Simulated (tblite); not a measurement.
# Run report: SiH3O2, geometry relaxation

System: SiH3O2, multiplicity 2.
Method: GFN2-xTB geometry optimisation, gas phase (tblite 0.8.0).

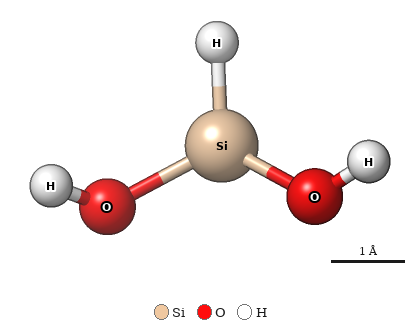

Fig. 1: The structure as given in the input (ball-and-stick view, seen at a tilt). Bond lengths as drawn: H–O 0.96 to 0.99 Å, H–Si 1.42 Å and O–Si 1.76 to 1.78 Å.

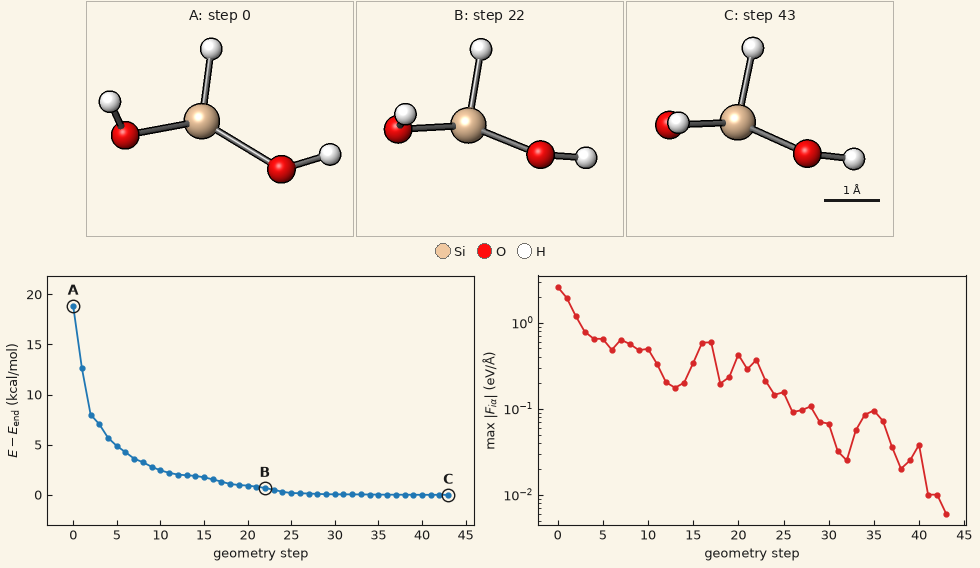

Fig. 2: Frames of the relaxation (ball-and-stick view, seen at a tilt) above the curves, on which the letters mark them (steps are counted from 0).

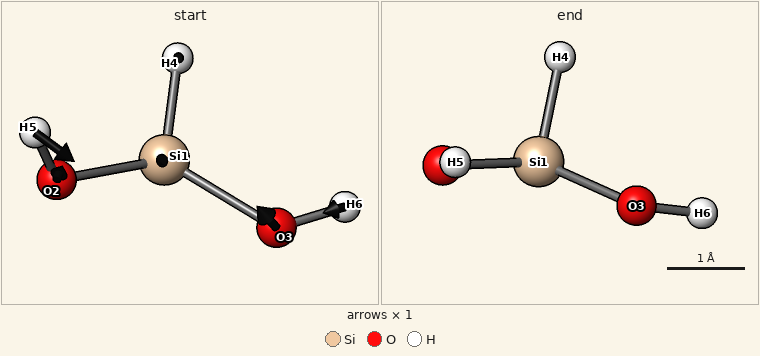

Fig. 3: Before (left) and after (right) the relaxation, at one scale (ball-and-stick view, seen at a tilt). The black arrows give the displacements, at true length. H5 moves most after the best rigid fit: 0.65 Å. By element the largest moves are H 0.65 Å, O 0.48 Å, Si 0.16 Å. Among the contacts that change: Si1–O2 1.782 → 1.618 Å, Si1–O3 1.764 → 1.646 Å, Si1–H4 1.419 → 1.459 Å, O2–H5 0.988 → 0.959 Å. Among the angles that change: O2–Si1–O3 116.0° → 105.1°, O3–Si1–H4 116.6° → 109.4°, Si1–O2–H5 124.6° → 119.2°. The energy falls by 18.9 kcal/mol in 43 geometry steps. The largest force component goes from 2.6 to 0.006 eV/Å. (Atoms are counted from 1 in the order of the input.)

The input that produced these results follows, with the program's output.

The input:
```
{"job": {"kind": "relax", "xc": "GFN2-xTB", "basis": "xTB"}, "charge": 0, "multiplicity": 2}
Si    -1.131678     0.523182     0.142496
O     -0.765840    -1.029177     0.937186
O      0.260559     1.511293    -0.299739
H     -2.268657     1.212978     0.638266
H     -0.815603    -1.185356     1.911015
H      0.256249     2.465532    -0.389643
```

The first line tells a small driver script what to run in tblite; the rest is the geometry in Å.

Launch command:
```bash
OMP_NUM_THREADS=1 python <driver script> task.json out
```

What the program printed:
```
step      E/eV     max force
  0    -309.86178    3.134
  1    -310.13153    2.002
  2    -310.33251    1.669
  3    -310.37444    0.882
  4    -310.43327    0.825
  5    -310.46825    0.715
  6    -310.49539    0.675
  7    -310.52352    0.648
  8    -310.53883    0.567
  9    -310.55852    0.538
 10    -310.57398    0.515
 11    -310.58467    0.364
 12    -310.59218    0.254
 13    -310.59533    0.176
 14    -310.59785    0.203
 15    -310.60407    0.399
 16    -310.61275    0.678
 17    -310.62277    0.669
 18    -310.63312    0.232
 19    -310.63732    0.289
 20    -310.63998    0.506
 21    -310.64443    0.344
 22    -310.65017    0.567
 23    -310.65779    0.294
 24    -310.66677    0.206
 25    -310.67202    0.197
 26    -310.67300    0.105
 27    -310.67417    0.119
 28    -310.67594    0.119
 29    -310.67717    0.086
 30    -310.67773    0.080
 31    -310.67785    0.039
 32    -310.67793    0.033
 33    -310.67819    0.058
 34    -310.67853    0.090
 35    -310.67896    0.101
 36    -310.67925    0.077
 37    -310.67937    0.038
 38    -310.67944    0.025
 39    -310.67960    0.029
 40    -310.67978    0.043
 41    -310.67986    0.013
 42    -310.67987    0.014
 43    -310.67988    0.007
```

Trajectory as extended XYZ (Å, eV, eV/Å), 17 of the 44 frames kept, from step=0 to step=43:
```
6
Properties=species:S:1:pos:R:3:forces:R:3 step=0 energy=-309.86178
Si   -1.1317    0.5232    0.1425    2.6040  -1.7070  -0.3600
O    -0.7658   -1.0292    0.9372   -0.5930   2.4690  -0.0880
O     0.2606    1.5113   -0.2997   -1.6940  -1.2830   0.9410
H    -2.2687    1.2130    0.6383   -0.1720   0.3520   0.5220
H    -0.8156   -1.1854    1.9110    0.1120   0.4800  -1.1670
H     0.2562    2.4655   -0.3896   -0.2570  -0.3110   0.1520
6
Properties=species:S:1:pos:R:3:forces:R:3 step=3 energy=-310.37444
Si   -1.0547    0.4665    0.1233   -0.7840   0.1950  -0.3540
O    -0.7872   -0.9171    0.9315    0.1180   0.3420  -0.2790
O     0.1899    1.4713   -0.2527    0.0870  -0.1680   0.3590
H    -2.2432    1.2118    0.6528    0.7330  -0.2900  -0.0650
H    -0.8084   -1.1563    1.8602    0.1010   0.2990   0.1300
H     0.2387    2.4222   -0.3754   -0.2530  -0.3780   0.2080
6
Properties=species:S:1:pos:R:3:forces:R:3 step=5 energy=-310.46825
Si   -1.0973    0.4751    0.0780    0.1860  -0.6470  -0.2420
O    -0.7808   -0.8788    0.9236    0.0640   0.1820  -0.4560
O     0.1835    1.4455   -0.2114    0.2670  -0.2780   0.2490
H    -2.1859    1.1935    0.6550   -0.4020   0.3720   0.3070
H    -0.7975   -1.1214    1.8497    0.0680   0.3550   0.0800
H     0.2130    2.3845   -0.3552   -0.1840   0.0160   0.0620
6
Properties=species:S:1:pos:R:3:forces:R:3 step=8 energy=-310.53883
Si   -1.1284    0.4445    0.0045    0.1170   0.2830   0.2250
O    -0.7641   -0.8465    0.8893    0.0590  -0.5630  -0.0010
O     0.2017    1.3978   -0.1419    0.0020   0.0120   0.0580
H    -2.1623    1.2089    0.6839   -0.1770   0.0920  -0.0630
H    -0.7778   -1.0400    1.8312    0.0570   0.3670  -0.2080
H     0.1659    2.3337   -0.3274   -0.0570  -0.1910  -0.0110
6
Properties=species:S:1:pos:R:3:forces:R:3 step=11 energy=-310.58467
Si   -1.1275    0.4449    0.0156   -0.1400  -0.0090   0.3310
O    -0.7520   -0.8994    0.8482   -0.2000   0.1380  -0.1380
O     0.2216    1.3729   -0.1009   -0.0870   0.0230   0.0980
H    -2.1857    1.2334    0.6900    0.2210  -0.2200  -0.1870
H    -0.7588   -0.9494    1.8057    0.1280   0.0860  -0.0580
H     0.1376    2.2959   -0.3190    0.0770  -0.0170  -0.0470
6
Properties=species:S:1:pos:R:3:forces:R:3 step=13 energy=-310.59533
Si   -1.1342    0.4465    0.0285   -0.0030  -0.0520  -0.1040
O    -0.7607   -0.9043    0.8354   -0.1750   0.0080  -0.0200
O     0.2190    1.3658   -0.0811   -0.0210   0.0410   0.1060
H    -2.1773    1.2273    0.6829   -0.0610  -0.0220   0.0130
H    -0.7451   -0.9194    1.7921    0.1610  -0.0200   0.0640
H     0.1334    2.2826   -0.3183    0.0990   0.0450  -0.0600
6
Properties=species:S:1:pos:R:3:forces:R:3 step=16 energy=-310.61275
Si   -1.1444    0.4419    0.0227    0.0690   0.1980  -0.4010
O    -0.8240   -0.9070    0.8263    0.0600  -0.3360   0.5860
O     0.2041    1.3739   -0.0294    0.0940   0.1210   0.0430
H    -2.1786    1.2068    0.6716   -0.3610   0.1930   0.1150
H    -0.6821   -0.8932    1.7837    0.0990  -0.0500  -0.3470
H     0.1600    2.2760   -0.3354    0.0390  -0.1260   0.0030
6
Properties=species:S:1:pos:R:3:forces:R:3 step=19 energy=-310.63732
Si   -1.1518    0.4408    0.0013   -0.0630   0.0800   0.1490
O    -0.8963   -0.9232    0.8374    0.1410   0.1880   0.1690
O     0.1956    1.3872    0.0430   -0.0060  -0.0210  -0.0190
H    -2.2123    1.1981    0.6623   -0.1060   0.0260  -0.1210
H    -0.5940   -0.8587    1.7515    0.0270  -0.0980  -0.2330
H     0.1938    2.2542   -0.3560    0.0080  -0.1740   0.0560
6
Properties=species:S:1:pos:R:3:forces:R:3 step=22 energy=-310.65017
Si   -1.1716    0.4542    0.0082   -0.0540   0.0120   0.0670
O    -0.9471   -0.9135    0.8478    0.3570   0.2390   0.3690
O     0.1872    1.3838    0.1164   -0.0800   0.0560  -0.1390
H    -2.2590    1.1955    0.6325   -0.1220   0.0910  -0.0860
H    -0.4968   -0.8293    1.7026   -0.1440  -0.1820  -0.3630
H     0.2223    2.2078   -0.3680    0.0420  -0.2170   0.1530
6
Properties=species:S:1:pos:R:3:forces:R:3 step=24 energy=-310.66677
Si   -1.1848    0.4690    0.0253   -0.0070   0.0200  -0.1440
O    -0.9347   -0.8898    0.8543    0.1020  -0.1050   0.1450
O     0.1860    1.3745    0.1169   -0.0490  -0.0260   0.0030
H    -2.2883    1.2052    0.6116   -0.1420   0.1450   0.0110
H    -0.4751   -0.8533    1.6968    0.0360  -0.0500  -0.0390
H     0.2320    2.1928   -0.3653    0.0590   0.0170   0.0230
6
Properties=species:S:1:pos:R:3:forces:R:3 step=27 energy=-310.67417
Si   -1.2058    0.4827    0.0326   -0.0420  -0.0700   0.0470
O    -0.9492   -0.8739    0.8761    0.0370   0.0070   0.0620
O     0.1754    1.3719    0.1501   -0.0960   0.0460  -0.0520
H    -2.3433    1.2202    0.5808    0.0910   0.0190  -0.0370
H    -0.4068   -0.8676    1.6694   -0.0230   0.0330  -0.0930
H     0.2648    2.1652   -0.3694    0.0330  -0.0340   0.0720
6
Properties=species:S:1:pos:R:3:forces:R:3 step=30 energy=-310.67773
Si   -1.2235    0.4719    0.0296    0.0030   0.0100   0.0060
O    -0.9587   -0.8734    0.8889   -0.0550   0.0030  -0.0510
O     0.1481    1.3707    0.1739    0.0040  -0.0670   0.0000
H    -2.3474    1.2328    0.5644    0.0010   0.0000  -0.0120
H    -0.3677   -0.8489    1.6413    0.0580   0.0090   0.0550
H     0.2842    2.1454   -0.3586   -0.0100   0.0450   0.0020
6
Properties=species:S:1:pos:R:3:forces:R:3 step=32 energy=-310.67793
Si   -1.2243    0.4732    0.0305    0.0000  -0.0070  -0.0110
O    -0.9594   -0.8724    0.8885   -0.0090  -0.0080   0.0190
O     0.1490    1.3683    0.1749    0.0140  -0.0190  -0.0240
H    -2.3489    1.2330    0.5631   -0.0060   0.0100  -0.0040
H    -0.3648   -0.8478    1.6404    0.0090   0.0060  -0.0050
H     0.2835    2.1441   -0.3578   -0.0090   0.0180   0.0250
6
Properties=species:S:1:pos:R:3:forces:R:3 step=35 energy=-310.67896
Si   -1.2274    0.4686    0.0275   -0.0010  -0.0360  -0.0170
O    -0.9578   -0.8739    0.8889    0.0340   0.0010   0.0950
O     0.1563    1.3477    0.1560    0.0280   0.0700  -0.0400
H    -2.3430    1.2413    0.5607   -0.0050   0.0090   0.0040
H    -0.3633   -0.8392    1.6434   -0.0490  -0.0070  -0.0830
H     0.2702    2.1539   -0.3369   -0.0070  -0.0360   0.0400
6
Properties=species:S:1:pos:R:3:forces:R:3 step=38 energy=-310.67944
Si   -1.2294    0.4626    0.0239    0.0120   0.0140   0.0090
O    -0.9605   -0.8744    0.8950   -0.0140   0.0120   0.0170
O     0.1563    1.3415    0.1459    0.0110  -0.0080   0.0050
H    -2.3393    1.2462    0.5578    0.0090  -0.0150  -0.0080
H    -0.3596   -0.8372    1.6420   -0.0010  -0.0040  -0.0200
H     0.2676    2.1597   -0.3250   -0.0170   0.0010  -0.0030
6
Properties=species:S:1:pos:R:3:forces:R:3 step=40 energy=-310.67978
Si   -1.2300    0.4613    0.0224    0.0100   0.0230   0.0110
O    -0.9708   -0.8701    0.9054   -0.0120   0.0050  -0.0120
O     0.1582    1.3373    0.1455   -0.0050  -0.0380   0.0200
H    -2.3408    1.2466    0.5512    0.0060  -0.0060  -0.0090
H    -0.3478   -0.8363    1.6330    0.0120  -0.0030   0.0080
H     0.2662    2.1597   -0.3180   -0.0120   0.0190  -0.0180
6
Properties=species:S:1:pos:R:3:forces:R:3 step=43 energy=-310.67988
Si   -1.2303    0.4633    0.0235    0.0000  -0.0030   0.0000
O    -0.9748   -0.8671    0.9091   -0.0030  -0.0030  -0.0030
O     0.1592    1.3359    0.1495    0.0010   0.0030   0.0020
H    -2.3440    1.2461    0.5475    0.0030   0.0060  -0.0020
H    -0.3413   -0.8366    1.6279    0.0040  -0.0030   0.0040
H     0.2661    2.1569   -0.3179   -0.0040   0.0000  -0.0010
```

Summary:

```csv
quantity,value
outcome,converged
total energy,−310.6799 eV
hardware,"1 CPU thread, shared host"
peak memory,0.18 GiB
```
